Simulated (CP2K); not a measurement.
# GFN0-xTB run of CHCl2FO (SMILES OC(F)(Cl)Cl)

Aim: the energy difference between two shapes of CHCl2FO at GFN0-xTB, from 2 runs. 

Program for the calculation: CP2K 2026.2.

2 further runs of the same task are left out: 2 set aside as unsound or not needed.

## Step 1: The molecule

The species is CHCl2FO (6 atoms), meant as a singlet with charge 0. As SMILES, `OC(F)(Cl)Cl`. The shape is that of a GFN2-xTB optimisation. This is one conformer, not always the lowest.

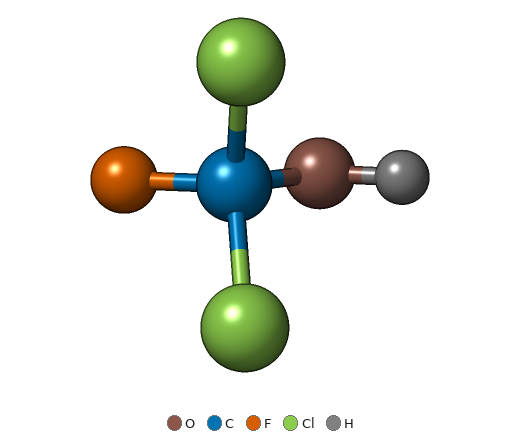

The structure, seen from a chosen angle (oxygen brown, carbon blue, fluorine orange, chlorine green, hydrogen grey).

## Step 2: Energy and forces at GFN0-xTB

File mol.inp:

```
&GLOBAL
 PROJECT_NAME mol
 RUN_TYPE ENERGY_FORCE
 PRINT_LEVEL MEDIUM
&END GLOBAL

&FORCE_EVAL
 METHOD QUICKSTEP
 &DFT
  CHARGE 0
  MULTIPLICITY 1
  # Quickstep
  &QS
   METHOD XTB
   EPS_DEFAULT 1.0E-10
   &XTB
    GFN_TYPE 0
    CHECK_ATOMIC_CHARGES F
   &END XTB
  &END QS
  # no periodic images
  &POISSON
   PERIODIC NONE
   POISSON_SOLVER ANALYTIC
  &END POISSON
  &SCF
   SCF_GUESS ATOMIC
   EPS_SCF 1.0E-06
   MAX_SCF 150
   ADDED_MOS 2
   &DIAGONALIZATION
    ALGORITHM STANDARD
   &END DIAGONALIZATION
   &MIXING
    METHOD DIRECT_P_MIXING
    ALPHA 0.4
   &END MIXING
  &END SCF
  &PRINT
   &MOMENTS
    PERIODIC F
    REFERENCE COM
    MAX_MOMENT 1
   &END MOMENTS
   &MO ON
    ENERGIES T
    OCCUPATION_NUMBERS T
    NDIGITS 6
    &EACH
     QS_SCF 0
    &END EACH
    ADD_LAST NUMERIC
   &END MO
   &HIRSHFELD OFF
   &END HIRSHFELD
  &END PRINT
 &END DFT
 &SUBSYS
  &CELL
   ABC [angstrom] 12.7 12.8 12.3
   PERIODIC NONE
  &END CELL
  &COORD
   O      6.764255     6.136105     7.319660
   C      6.290435     6.382065     6.100720
   F      4.984355     6.632335     6.197770
   Cl     6.497705     4.982975     4.979780
   Cl     7.067545     7.817025     5.330620
   H      7.715645     5.962625     7.320220
  &END COORD
 &END SUBSYS
 # extra output
 &PRINT
  &FORCES ON
  &END FORCES
 &END PRINT
&END FORCE_EVAL
```

Started as:

```
$ OMP_NUM_THREADS=1 cp2k.psmp -i mol.inp > mol.out 2>&1
```

Standard output:

```text
CP2K| version string:                                       CP2K version 2026.2
[...]
 GLOBAL| Method name                                                        CP2K
[...]
 GLOBAL| Run type                                                   ENERGY_FORCE
[...]
                             - Atoms:                                          6
[...]
                             - Spherical basis functions:                     32
[...]
 Number of electrons:                                                         32
[...]
 TB_DIPOLE| Moment [Debye]          0.59607565      -0.44546454       2.79070151
 TB_DIPOLE| Derivative [a.u.]       0.00000000       0.00000000       0.00000000
[...]
 ENERGY| Total FORCE_EVAL ( QS ) energy [hartree]            -18.360917805317516
 FORCES| Atomic forces [hartree/bohr]
 FORCES|   Atom     x               y               z               |f|
 FORCES|      1  1.72421676E-03 -8.39229532E-04  5.32927825E-03   5.66378286E-03
 FORCES|      2  1.10096565E-02 -2.52998731E-03  5.21317354E-03   1.24414851E-02
 FORCES|      3 -5.68904567E-03  7.27551337E-04  2.58060826E-03   6.28920588E-03
 FORCES|      4  1.63725614E-04 -2.96922112E-03 -5.25309907E-03   6.03640041E-03
 FORCES|      5  1.45423880E-03  3.68775491E-03 -4.37031825E-03   5.90034138E-03
 FORCES|      6 -8.66279205E-03  1.92313171E-03 -3.49964273E-03   9.53886267E-03
 FORCES| Sum     3.29597460E-17 -3.46944695E-17 -3.90312782E-18
 FORCES| Total atomic force                                       4.80133886E-17
[...]
```

It took 0.84 s on 1 thread of Intel Xeon 6975P-C (Granite Rapids), shared host; peak memory 0.19 GiB.

## Step 3: The distorted shape, same level

File run.inp:

```
&GLOBAL
  PROJECT run
  RUN_TYPE ENERGY_FORCE
  PRINT_LEVEL MEDIUM
&END

&FORCE_EVAL
  METHOD QUICKSTEP
  &DFT
    CHARGE 0
    MULTIPLICITY 1
    &QS
      METHOD XTB
      EPS_DEFAULT 1.0E-10
      &XTB
        GFN_TYPE 0
        CHECK_ATOMIC_CHARGES F
      &END
    &END
    &POISSON
      PERIODIC NONE
      POISSON_SOLVER ANALYTIC
    &END
    &SCF
      SCF_GUESS ATOMIC
      EPS_SCF 1.0E-06
      MAX_SCF 150
      ADDED_MOS 2
      &DIAGONALIZATION
        ALGORITHM STANDARD
      &END
      &MIXING
        METHOD DIRECT_P_MIXING
        ALPHA 0.4
      &END
    &END
    &PRINT
      &MOMENTS
        PERIODIC F
        REFERENCE COM
        MAX_MOMENT 1
      &END
      &MO ON
        ENERGIES T
        OCCUPATION_NUMBERS T
        NDIGITS 6
        &EACH
          QS_SCF 0
        &END
        ADD_LAST NUMERIC
      &END
      &HIRSHFELD OFF
      &END
    &END
  &END
  &SUBSYS
    &CELL
      ABC [angstrom] 12.9 12.9 12.2
      PERIODIC NONE
    &END
    &COORD
      O      6.755426     6.243335     7.212084
      C      6.416336     6.581819     6.037165
      F      4.993274     6.782868     6.298752
      Cl     6.591153     5.020943     4.976986
      Cl     7.308364     7.879057     5.165768
      H      7.906726     5.920908     7.223014
    &END
  &END
  &PRINT
    &FORCES ON
    &END
  &END
&END
```

Started as:

```
$ OMP_NUM_THREADS=1 cp2k.psmp -i run.inp -o run.out
```

Standard output:

```text
CP2K| version string:                                       CP2K version 2026.2
[...]
 GLOBAL| Method name                                                        CP2K
[...]
 GLOBAL| Run type                                                   ENERGY_FORCE
[...]
                             - Atoms:                                          6
[...]
                             - Spherical basis functions:                     32
[...]
 Number of electrons:                                                         32
[...]
 TB_DIPOLE| Moment [Debye]          1.51885081       0.94425815       3.07484893
 TB_DIPOLE| Derivative [a.u.]       0.00000000       0.00000000       0.00000000
[...]
 ENERGY| Total FORCE_EVAL ( QS ) energy [hartree]            -18.324461887088347
 FORCES| Atomic forces [hartree/bohr]
 FORCES|   Atom     x               y               z               |f|
 FORCES|      1  5.58602187E-02 -5.78630128E-03  2.92334927E-02   6.33122612E-02
 FORCES|      2 -5.36962329E-02 -1.60776393E-03  2.88409915E-03   5.37976612E-02
 FORCES|      3  6.21987562E-02  1.70205625E-04 -2.99686775E-02   6.90422760E-02
 FORCES|      4 -7.48278635E-03  4.98797247E-03 -1.10182327E-02   1.42222858E-02
 FORCES|      5 -1.76608156E-02 -1.05069387E-02  8.58397596E-03   2.22707165E-02
 FORCES|      6 -3.92191400E-02  1.27428258E-02  2.85342361E-04   4.12383556E-02
 FORCES| Sum     1.17961196E-16 -4.16333634E-17 -1.33031607E-16
 FORCES| Total atomic force                                       1.82607747E-16
[...]
```

Wall time 0.86 s (1 thread of Intel Xeon 6975P-C (Granite Rapids), shared host); peak memory 0.19 GiB.

## Step 4: What came out

At GFN0-xTB:

```
                                                  quantity         value
                                 first shape: total energy  -18.36092 Eh
    first shape: dipole moment (from atomic charges alone)        2.89 D
                                  first shape: HOMO energy     -11.38 eV
                                  first shape: LUMO energy      -6.33 eV
                                first shape: HOMO–LUMO gap       5.05 eV
                            first shape: dispersion energy  -4.16 kJ/mol
                     first shape: largest force on an atom    0.640 eV/Å
                             distorted shape: total energy  -18.32446 Eh
distorted shape: dipole moment (from atomic charges alone)        3.56 D
                              distorted shape: HOMO energy     -11.34 eV
                              distorted shape: LUMO energy      -6.87 eV
                            distorted shape: HOMO–LUMO gap       4.47 eV
                        distorted shape: dispersion energy  -4.17 kJ/mol
                 distorted shape: largest force on an atom    3.550 eV/Å
                    energy change with the atoms displaced      0.992 eV
```

What this shows: With the atoms displaced the energy rises by 0.99 eV (95.7 kJ/mol). The first shape isn't relaxed at this level, so the change isn't measured from a minimum. The largest force (first shape) is 0.64 eV/Å: the shape isn't a stationary point for this species at this level. The dipole (first shape) comes from point charges on the atoms alone, without atomic dipoles, so it is partial. The dipole (distorted shape) comes from point charges on the atoms alone, without atomic dipoles, so it is partial.
